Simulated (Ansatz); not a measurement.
# CH3Te (SMILES C[Te]): U-wB97X/STO-3G

Aim: the vertical electron affinity of CH3Te at U-wB97X/STO-3G, from 2 runs. 

Program for the calculation: Ansatz 0.2.0.

74 further runs of the same task are left out: 22 that didn't finish, 52 set aside as unsound or not needed.

### 1 The molecule

The species is CH3Te (5 atoms), meant as a doublet with charge 0. SMILES: `C[Te]`. The shape is that of a PBE0-D4/def2-TZVP optimisation.

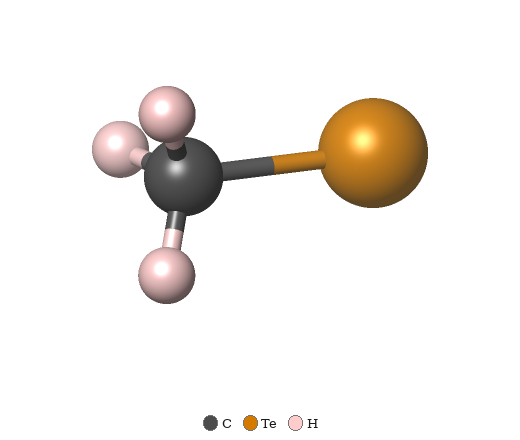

The structure, seen from a chosen angle (carbon dark grey, tellurium orange, hydrogen pink).

### 2 The energy at U-wB97X/STO-3G

Contents of job.yaml:

```yaml
crystal:
  periodic: [false, false, false]
  atoms:
    - {symbol: C, position_ang: [-0.203900, -0.046100, -0.001400]}
    - {symbol: Te, position_ang: [1.912000, 0.238200, 0.073400]}
    - {symbol: H, position_ang: [-0.456800, -1.054800, 0.316200]}
    - {symbol: H, position_ang: [-0.702500, 0.699400, 0.613500]}
    - {symbol: H, position_ang: [-0.498800, 0.089500, -1.043200]}
basis:
  gaussian:
    orbitals: STO-3G
magnetization:
  spin_polarized: true
  initial_magnetization: 1
hamiltonian:
  xc: {name: wB97X}
accuracy: high
```

The run is started by

```bash
$ ansatz run job.yaml --threads 1 --pin off --max-ram 2610MiB --events-out events.jsonl --progress --plain --runs-dir runs
```

The program printed:

```text
Warning: RAYON_NUM_THREADS=1 ignored (pool sized by the plan → 1); use --threads N
Functional definition: wB97X
  name "wB97X"
  parameter omega = 0.3/bohr
  parameter cx = 0.157706
  parameter cx1 = 0.726479
  parameter cx2 = 1.04760
  parameter cx3 = -5.70635
  parameter cx4 = 13.2794
  parameter css1 = -4.33879
  parameter css2 = 18.2308
  parameter css3 = -31.7430
  parameter css4 = 17.2901
  parameter cos1 = 2.37031
  parameter cos2 = -11.3995
  parameter cos3 = 6.58405
  parameter cos4 = -3.78132
  exchange = spin_sum(e_x_unif_sr(omega)*poly(b97_u_x, 1 - cx, cx1, cx2, cx3, cx4)) + cx*exact_x_sr(omega)
      + exact_x_lr(omega)
  correlation = spin_sum(e_c_pw_same_spin*poly(b97_u_same, 1, css1, css2, css3, css4))
      + integral(e_c_pw_opposite_spin*poly(b97_u_opposite, 1, cos1, cos2, cos3, cos4))
486 factors; integrals over basis functions are off by at most 4.9e-9 eV
142 factors; integrals over basis functions are off by at most 6.2e-10 eV
mean field evaluation 1: about -179290.3513 eV, gradient 8.4e0 eV
mean field evaluation 2: about -179290.8693 eV, gradient 5.4e0 eV
mean field evaluation 4: about -179291.0416 eV, gradient 1.3e-1 eV
mean field evaluation 8: about -179291.0312 eV, gradient 2.6e-3 eV
mean field evaluation 16: about -179291.0312 eV, gradient 4.5e-5 eV
mean field evaluation 32: about -179291.0293 eV, gradient 3.6e-2 eV
mean field -179291.03123940 eV, -6588.8238702221 hartree, gradient 6.8e-8 eV, S^2 0.751205; 2 other end points of the search recorded, 0 dependent functions left out
reference -179291.03123784 eV, -6588.8238701647 hartree; 31, 30 occupied and 4, 5 virtual orbitals, 486 factors
Total energy: -179291.03123784 eV, -6588.8238701647 hartree
```

Wall time 36 s (1 thread of Intel Xeon Platinum 8259CL at 2.50GHz (Skylake/Cascade Lake), shared host); peak memory 0.47 GiB.

### 3 The singlet anion

Contents of molecule.yaml:

```yaml
crystal:
  periodic: [false, false, false]
  atoms:
    - {symbol: C, position_ang: [-0.203900, -0.046100, -0.001400]}
    - {symbol: Te, position_ang: [1.912000, 0.238200, 0.073400]}
    - {symbol: H, position_ang: [-0.456800, -1.054800, 0.316200]}
    - {symbol: H, position_ang: [-0.702500, 0.699400, 0.613500]}
    - {symbol: H, position_ang: [-0.498800, 0.089500, -1.043200]}
basis:
  gaussian: {orbitals: STO-3G}
total_charge: -1
hamiltonian: {xc: {name: wB97X}}
accuracy: high
```

The run is started by

```bash
$ ansatz run molecule.yaml --threads 1 --pin off --max-ram 2610MiB --events-out events.jsonl --progress --plain --runs-dir runs
```

The program printed, shortened:

```text
Warning: RAYON_NUM_THREADS=1 ignored (pool sized by the plan → 1); use --threads N
Functional definition: wB97X
  name "wB97X"
[...]
      + exact_x_lr(omega)
[...]
      + integral(e_c_pw_opposite_spin*poly(b97_u_opposite, 1, cos1, cos2, cos3, cos4))
487 factors; integrals over basis functions are off by at most 4.8e-9 eV
142 factors; integrals over basis functions are off by at most 6.2e-10 eV
[...]
mean field -179289.37712475 eV, -6588.7630826299 hartree, gradient 3.6e-8 eV, S^2 0.000000; 0 other end points of the search recorded, 0 dependent functions left out
reference -179289.37712310 eV, -6588.7630825694 hartree; 31, 31 occupied and 4, 4 virtual orbitals, 487 factors
Total energy: -179289.37712310 eV, -6588.7630825694 hartree
```

It took 7.8 s on 1 thread of Intel Xeon Platinum 8259CL at 2.50GHz (Skylake/Cascade Lake), shared host; peak memory 0.28 GiB.

### 4 Results

Level: U-wB97X/STO-3G.

```
                                         quantity           value
                      doublet CH3Te: total energy  -6588.82387 Eh
                              doublet CH3Te: ⟨S²⟩           0.751
                      singlet anion: total energy  -6588.76308 Eh
vertical electron affinity (to the singlet anion)       -1.654 eV
```

The anion lies 1.65 eV (160 kJ/mol) above the neutral: the electron isn't bound at this level, and such a value depends on the basis. Without diffuse functions anions come out too high. In a minimal basis such a difference can be off by several eV, whatever the method. Relativity is left out (doublet CH3Te) although the molecule holds a heavy atom. Relativity is left out (singlet anion) although the molecule holds a heavy atom.
